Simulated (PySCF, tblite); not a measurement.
# C7H4F radical: geometry, infrared bands and EPR parameters

What infrared bands and EPR parameters should C7H4F radical (`C#CC1=C(F)CC=[C]1`) show?

Computed with tblite 0.8.0 and PySCF 2.14.0, with density-fitted response routines of our own, on a single molecule in the gas phase. Atoms count from 0, in the outputs and in this text.

## Step 1: The molecule as given

12 atoms, charge 0, multiplicity 2; geometry from: force field or distance geometry start.

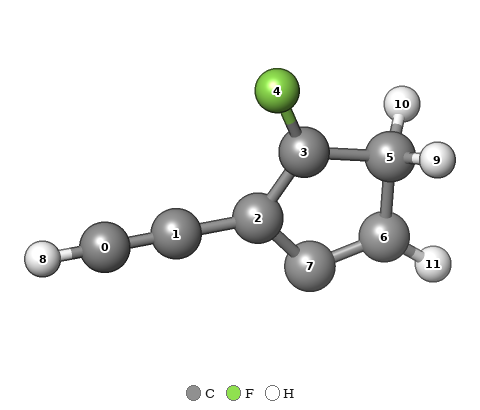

The starting geometry (carbon grey, fluorine green, hydrogen white), atoms numbered; sticks join atoms by distance.

## Step 2: Optimising the geometry with GFN2-xTB

What the job is given:

```
{"job": {"kind": "relax", "xc": "GFN2-xTB", "basis": "xTB"}, "charge": 0, "multiplicity": 2}
C      3.221600    -0.140900    -0.132600
C      2.008500    -0.168200    -0.101700
C      0.612600    -0.220100    -0.042100
C     -0.213800     0.852400     0.083000
F      0.191400     2.119200     0.213700
C     -1.669800     0.409200     0.097300
C     -1.508700    -1.086200    -0.061400
C     -0.233500    -1.348800    -0.126000
H      4.281900    -0.108900    -0.165700
H     -2.218800     0.842300    -0.735400
H     -2.153100     0.660600     1.044800
H     -2.317000    -1.811400    -0.099800
```

Command:

```console
$ OMP_NUM_THREADS=1 python probes_run.py task.json out
```

One launch serves the whole session: the jobs run in the order shown.

Standard output:

```text
step      E/eV     max force
  0    -586.11713    1.632
  1    -586.13208    3.279
  2    -586.16126    1.451
  3    -586.17905    0.724
  4    -586.18650    0.290
  5    -586.19182    0.262
  6    -586.20164    0.287
  7    -586.20363    0.153
  8    -586.20463    0.090
  9    -586.20530    0.134
 10    -586.20583    0.099
 11    -586.20605    0.032
 12    -586.20613    0.026
 13    -586.20616    0.025
 14    -586.20618    0.015
 15    -586.20621    0.013
 16    -586.20622    0.013
 17    -586.20624    0.017
 18    -586.20627    0.016
 19    -586.20630    0.018
 20    -586.20634    0.019
 21    -586.20637    0.019
 22    -586.20641    0.020
 23    -586.20646    0.023
 24    -586.20652    0.025
 25    -586.20656    0.023
 26    -586.20658    0.010
 27    -586.20659    0.004
```

Run time: 0.14 s. Hardware: 1 thread of Arm Neoverse V1, shared host.

The steps of the relaxation:

| step | energy from step 0 (eV) | largest force (eV/Å) |
| --- | --- | --- |
| 0 | 0.0000 | 1.6320 |
| 1 | -0.0149 | 3.2786 |
| 2 | -0.0441 | 1.4509 |
| 3 | -0.0619 | 0.7241 |
| 4 | -0.0694 | 0.2904 |
| 5 | -0.0747 | 0.2620 |
| 6 | -0.0845 | 0.2867 |
| 7 | -0.0865 | 0.1534 |
| 8 | -0.0875 | 0.0901 |
| 9 | -0.0882 | 0.1342 |
| 10 | -0.0887 | 0.0988 |
| 11 | -0.0889 | 0.0323 |
| 12 | -0.0890 | 0.0260 |
| 13 | -0.0890 | 0.0253 |
| 14 | -0.0891 | 0.0146 |
| 15 | -0.0891 | 0.0128 |
| 16 | -0.0891 | 0.0132 |
| 17 | -0.0891 | 0.0171 |
| 18 | -0.0891 | 0.0155 |
| 19 | -0.0892 | 0.0183 |
| 20 | -0.0892 | 0.0194 |
| 21 | -0.0892 | 0.0185 |
| 22 | -0.0893 | 0.0202 |
| 23 | -0.0893 | 0.0232 |
| 24 | -0.0894 | 0.0250 |
| 25 | -0.0894 | 0.0233 |
| 26 | -0.0895 | 0.0100 |
| 27 | -0.0895 | 0.0042 |

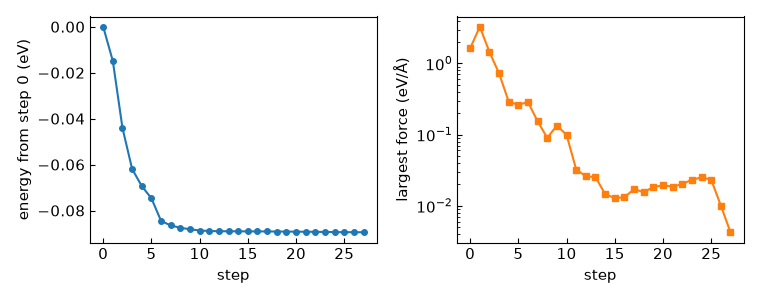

Energy and force, step by step.

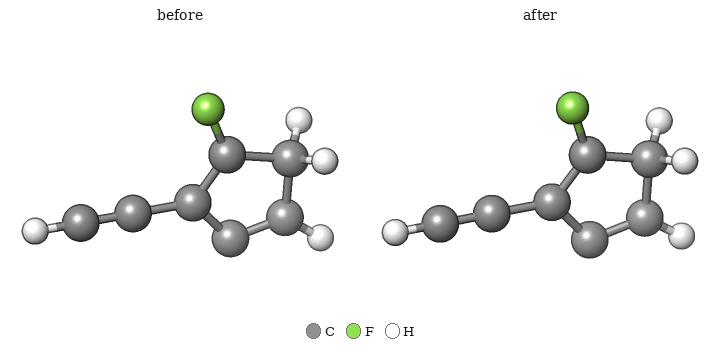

Before and after, at one scale.

Close pairs (by a distance rule), those that changed most:

| bond | before (Å) | after (Å) | change (Å) |
| --- | --- | --- | --- |
| C2–C7 | 1.413 | 1.452 | +0.038 |
| C3–C5 | 1.522 | 1.494 | -0.028 |
| C6–C7 | 1.304 | 1.321 | +0.017 |
| C6–H11 | 1.087 | 1.071 | -0.015 |
| C0–C1 | 1.214 | 1.201 | -0.013 |
| C0–H8 | 1.061 | 1.049 | -0.013 |
| C2–C3 | 1.360 | 1.353 | -0.007 |
| C1–C2 | 1.398 | 1.403 | +0.005 |

The next job starts from the end point, and lists it.

## Step 3: Harmonic vibrations with GFN2-xTB

What the job is given:

```
{"job": {"kind": "ir", "xc": "GFN2-xTB", "basis": "xTB"}, "charge": 0, "multiplicity": 2}
C      3.238682    -0.155220    -0.135310
C      2.038415    -0.167676    -0.093195
C      0.636203    -0.194567    -0.044648
C     -0.221682     0.842916     0.092343
F      0.093391     2.140298     0.210397
C     -1.649012     0.401297     0.099151
C     -1.501276    -1.097442    -0.059565
C     -0.210996    -1.369860    -0.133494
H      4.286616    -0.137476    -0.172119
H     -2.216633     0.841045    -0.723965
H     -2.153836     0.660694     1.032476
H     -2.338673    -1.764695    -0.098097
```

Standard output:

```text
mode    cm-1     km/mol
  1     118.7      1.18
  2     137.9      4.77
  3     232.8      8.44
  4     325.1      4.46
  5     336.1      0.26
  6     369.2      0.18
  7     444.9     10.61
  8     536.7      5.45
  9     548.6      0.15
 10     640.5      1.00
 11     660.0      6.43
 12     675.2     23.26
 13     724.9     28.27
 14     812.6     15.08
 15     847.0      1.42
 16     971.0     21.40
 17    1013.4      1.66
 18    1015.1     27.63
 19    1147.1      3.14
 20    1165.1     10.39
 21    1232.7     20.49
 22    1300.8     95.71
 23    1380.0     22.44
 24    1586.6     74.09
 25    1638.8     31.71
 26    2252.6      0.88
 27    2954.5      6.08
 28    2974.2      6.09
 29    3166.7     10.76
 30    3400.0      8.16
```

Wall time 0.31 s (1 thread of Arm Neoverse V1, shared host).

The strongest bands and the atoms that carry them (share of the mass-weighted mode):

| cm⁻¹ | km/mol | atoms |
| --- | --- | --- |
| 675 | 23.3 | H8 57 %, C6 10 % |
| 725 | 28.3 | H11 59 % |
| 971 | 21.4 | H11 35 %, C5 21 %, C6 14 % |
| 1015 | 27.6 | C2 20 %, C6 18 %, C5 16 %, C3 11 % |
| 1301 | 95.7 | C3 38 %, C2 28 %, C5 12 % |
| 1380 | 22.4 | H10 45 %, H9 45 % |
| 1587 | 74.1 | C6 26 %, C3 25 %, C7 23 %, C2 21 % |
| 1639 | 31.7 | C7 27 %, C2 25 %, C3 24 %, C6 21 % |

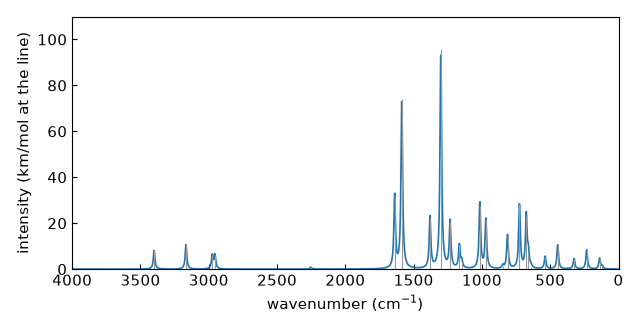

The infrared spectrum from these modes, unscaled. Lines are broadened to a width of 14 cm⁻¹ (Lorentzian).

## Step 4: g tensor and hyperfine couplings: B3LYP/pcH-1

The job, as its differences from that of step 3:

```diff
@@ -1,2 +1,2 @@
-{"job": {"kind": "ir", "xc": "GFN2-xTB", "basis": "xTB"}, "charge": 0, "multiplicity": 2}
+{"job": {"kind": "epr", "basis": "pcH-1"}, "charge": 0, "multiplicity": 2}
 C      3.238682    -0.155220    -0.135310
```

Method: UKS B3LYP, pcH-1 on C F H, non-relativistic, mean-field spin-orbit, GIAO.

Standard output:

```text
UKS, coarse grid
  cycle   1  E = -368.73021045  |g| = 4.30e-01
  cycle   2  E = -368.62520699  |g| = 6.59e-01
  cycle   3  E = -368.80206274  |g| = 1.31e-01
  cycle   4  E = -368.80961791  |g| = 6.50e-02
  cycle   5  E = -368.81131718  |g| = 2.97e-02
  cycle   6  E = -368.81172728  |g| = 8.08e-03
  cycle   7  E = -368.81176560  |g| = 4.44e-03
  cycle   8  E = -368.81178550  |g| = 1.69e-03
  cycle   9  E = -368.81179531  |g| = 1.31e-03
  cycle  10  E = -368.81179772  |g| = 7.29e-04
UKS, final grid
  cycle   1  E = -368.81181909  |g| = 1.06e-03
  cycle   2  E = -368.81181822  |g| = 1.96e-03
  cycle   3  E = -368.81182015  |g| = 2.45e-04
  cycle   4  E = -368.81182034  |g| = 2.93e-04
  cycle   5  E = -368.81182058  |g| = 1.14e-04
  cycle   6  E = -368.81182060  |g| = 4.39e-05
  cycle   7  E = -368.81182060  |g| = 1.96e-05
E = -368.81182060 Eh   <S^2> = 0.7605 (exact 0.7500)
g shifts (ppm)      1          2          3
  rmc          -171       -171       -171
  gc             28         16         -2
  oz_so        -703         33        679
  total        -845       -122        506
hyperfine (MHz)  atom isotope    a_iso     a_fc   dipolar eigenvalues
    0   13C      -1.40      -1.40     -1.31     -0.59      1.90
    1   13C       7.66       7.66     -1.36     -0.93      2.29
    2   13C      43.02      43.02    -10.35     -4.87     15.23
    3   13C      64.36      64.36     -3.24      0.50      2.74
    4   19F      19.00      19.00    -27.60     -4.09     31.68
    5   13C      52.14      52.14     -7.81     -6.32     14.12
    6   13C      15.61      15.61    -23.93      1.96     21.97
    7   13C     474.96     474.96    -79.19    -57.71    136.90
    8    1H       1.00       1.00     -0.63     -0.55      1.19
    9    1H      -3.30      -3.30     -3.98     -1.38      5.36
   10    1H      -3.34      -3.34     -3.98     -1.38      5.36
   11    1H      45.67      45.67     -6.70     -5.01     11.71
```

It took 57 s on 1 thread of Arm Neoverse V1, shared host; peak memory 0.86 GiB.

Principal g values 2.00147, 2.00220, 2.00283; g(iso) = 2.00217, against 2.00232 for a free electron.

Hyperfine couplings; where a row names several nuclei, a(iso) is their mean (it holds for fast rotation or exchange) and the dipolar term the largest among them:

| nuclei | isotope | a(iso) (MHz) | a(iso) (G, at g = 2.0023) | largest dipolar term (MHz) |
| --- | --- | --- | --- | --- |
| C7 | 13C | 475.0 | 169.5 | 136.9 |
| C3 | 13C | 64.4 | 23.0 | -3.2 |
| C5 | 13C | 52.1 | 18.6 | 14.1 |
| H11 | 1H | 45.7 | 16.3 | 11.7 |
| C2 | 13C | 43.0 | 15.4 | 15.2 |
| F4 | 19F | 19.0 | 6.8 | 31.7 |
| C6 | 13C | 15.6 | 5.6 | -23.9 |
| C1 | 13C | 7.7 | 2.7 | 2.3 |
| H9, H10 | 1H | -3.3 | -1.2 | 5.4 |
| C0 | 13C | -1.4 | -0.5 | 1.9 |
| H8 | 1H | 1.0 | 0.4 | 1.2 |

Mulliken spin populations:

| atom | value (e) |
| --- | --- |
| C0 | -0.01 |
| C1 | 0.01 |
| C2 | -0.04 |
| C3 | 0.04 |
| F4 | 0.01 |
| C5 | 0.08 |
| C6 | -0.13 |
| C7 | 1.02 |
| H8 | 0.00 |
| H9 | 0.00 |
| H10 | 0.00 |
| H11 | 0.02 |

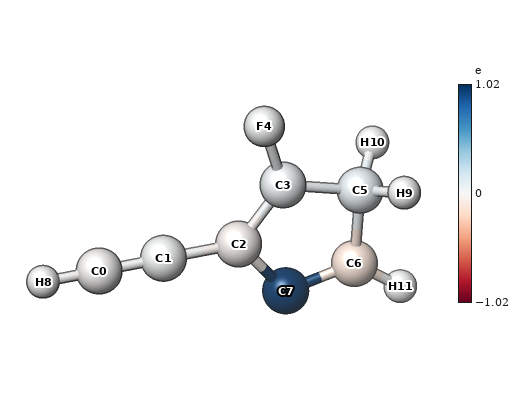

Mulliken spin populations, as colours on the atoms.

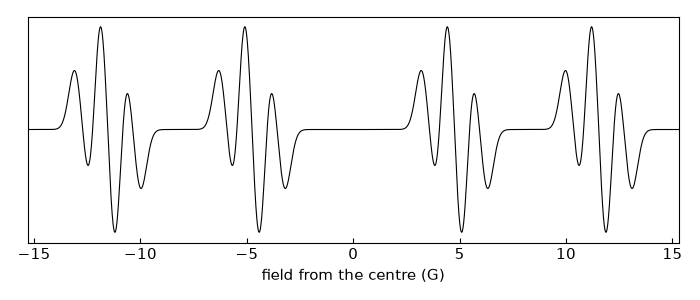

First-order isotropic spectrum (first derivative, main isotopes with spin only, couplings over 0.8 MHz, Gaussian width 0.3 G; couplings of the frozen geometry, rotation of groups not averaged beyond the rows shown).

The fields below are evaluated on a grid from the run's orbitals.

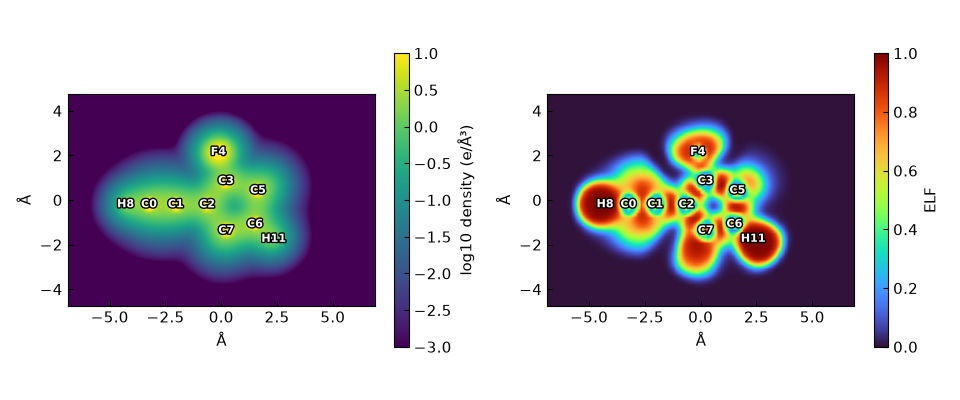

Density (left) and ELF (right) in a plane through or near 10 of the atoms.

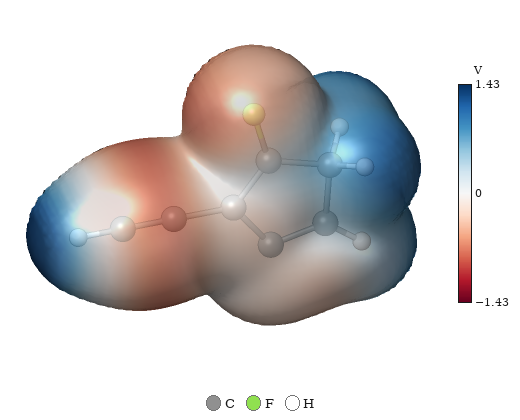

Electrostatic potential on the surface of density 0.002 e/bohr³; red is low, blue high. It runs from -0.77 V near C0 to 1.43 V near H8.

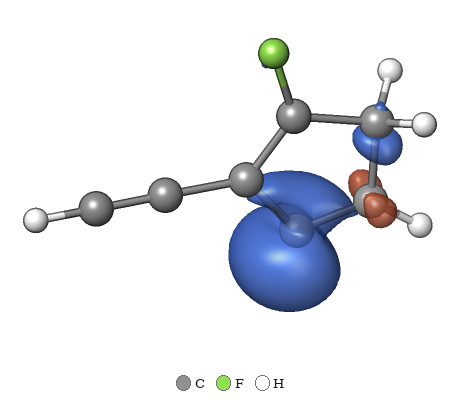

Spin density at ±0.05 e/Å³ (alpha excess blue, beta excess red).

## Step 5: Summary of results

```
                                                                  quantity                 value
                                 strongest single infrared mode (GFN2-xTB)  1301 cm⁻¹, 96 km/mol
                                              zero-point energy (GFN2-xTB)         49.5 kcal/mol
                                                            g(iso) (B3LYP)               2.00217
                                                                      ⟨S²⟩    0.761 (exact 0.75)
                                        largest a(iso) (averaged by class)  13C on C7, 475.0 MHz
potential on the surface of density 0.002 e/bohr³, 1st and 99th percentile    -0.77 V and 1.43 V
```

The optimisation took 27 steps and gained 0.089 eV; among the close pairs (by a distance rule), C2–C7 changed most, from 1.413 to 1.452 Å. No mode is imaginary among the 30: a minimum at this level. The strongest single mode, at 1301 cm⁻¹, is carried by C3, C2, C5. Unscaled tight-binding wavenumbers are off by several per cent, some by more. Its intensities can rank the bands wrongly. Most of the unpaired spin sits on C7 (1.02 e). The isotropic g lies 0.2 ppt below the free-electron value. The conformer search found further structures of the same energy, which may be mirror or relabelled copies of this one.
